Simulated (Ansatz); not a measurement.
Input file:

```
crystal:
  periodic: [false, false, false]
  atoms:
    - {symbol: Se, position_ang: [-1.041099, -0.681615, 1.075790]}
    - {symbol: Se, position_ang: [0.807893, 0.724780, 1.240992]}
    - {symbol: Se, position_ang: [1.040984, 0.681696, -1.075744]}
    - {symbol: Se, position_ang: [-0.807779, -0.724850, -1.241038]}
basis:
  gaussian: {orbitals: def2-TZVP, initial_orbitals: start.molden}
total_charge: 2
hamiltonian: {xc: pbe0, dispersion: d4}
scf: {omitted_lower_state_checks: [starts]}
output: {orbitals: {seedname: orbitals}}
```

Launched as:

```sh
ansatz run in.yaml --threads 2 --pin off --events-out ev --progress --plain --max-ram 4352MiB
```

Geometry: r2SCAN-D4/def2-SVP.

Computed with Ansatz, RKS PBE0-D4/def2-TZVP.

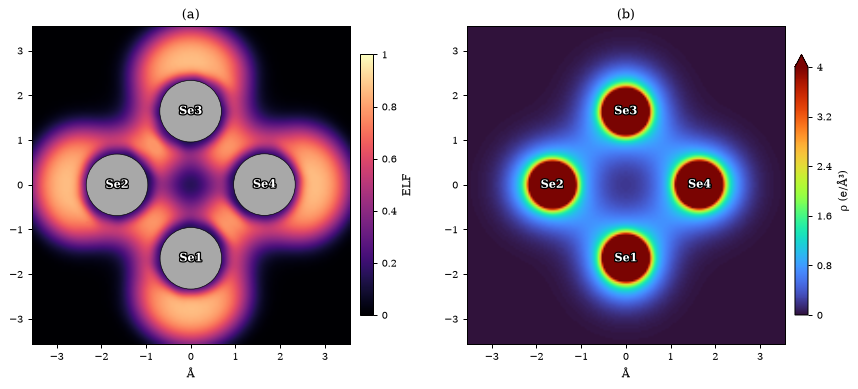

Se$_{4}$ (charge +2). (a) ELF; (b) total electron density on the molecular plane. Grey discs cover the atomic cores in the ELF map.

What do the fields say about this system?

- The section cuts through Se sites.
- Se–Se (2.33 Å): ρ is about 0.74 e/Å³ halfway; the ELF peaks at about 0.80 between the atoms; a shared electron pair.
- The ELF also peaks beside Se1, Se2, Se4 and Se3, away from the bonds: lone-pair regions.
